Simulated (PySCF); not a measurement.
C$_{3}$H$_{9}$Cl$_{2}$FSi$_{2}$

Input file:

```
{"job": {"kind": "nmr", "xc": "PBE0", "basis": "pcSseg-1"}, "charge": 0, "multiplicity": 1}
F     -0.111056     1.575416    -1.111722
C     -0.002476     0.182085    -0.961912
Si    -1.783266    -0.520179    -0.961308
C     -2.554805    -0.154393     0.746130
Cl    -1.753410    -1.190795     1.958825
Si     1.139264    -0.114699     0.560907
C      2.848347     0.564957     0.037977
Cl     4.005460     0.289736     1.368859
H      0.504737    -0.150792    -1.873461
H     -1.726036    -1.966386    -1.162833
H     -2.568827     0.175690    -1.982581
H     -3.615787    -0.386004     0.789360
H     -2.412087     0.874610     1.067683
H      1.246501    -1.550053     0.807324
H      0.674837     0.679947     1.693298
H      3.261242     0.066329    -0.836666
H      2.840364     1.636559    -0.149789
```

Launched as:

```sh
OMP_NUM_THREADS=1 python probes_run.py task.json out
```

Geometry: GFN2-xTB.

The calculation used PySCF, PBE0/pcSseg-1, SCF density, gas phase, non-relativistic.

Question: Predict the electron density and electron localisation function between the atoms.

Answer: C–Cl (1.78 Å): ρ is about 1.3 e/Å³ halfway; the ELF peaks at about 0.90 between the atoms (localised, covalent bonding).
C–Si (1.91 Å): ρ is about 0.92 e/Å³ halfway; the ELF peaks at about 0.95 between the atoms; localised, covalent bonding.

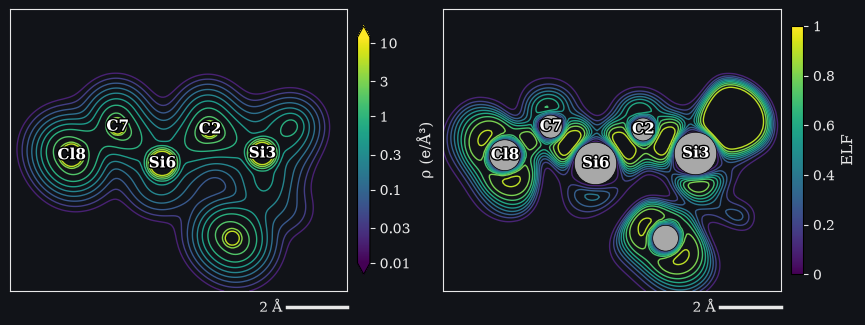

Computed electron density and electron localisation function on the plane of atoms C2, Si6 and C7, in this order. Grey discs cover the atomic cores in the ELF map. 
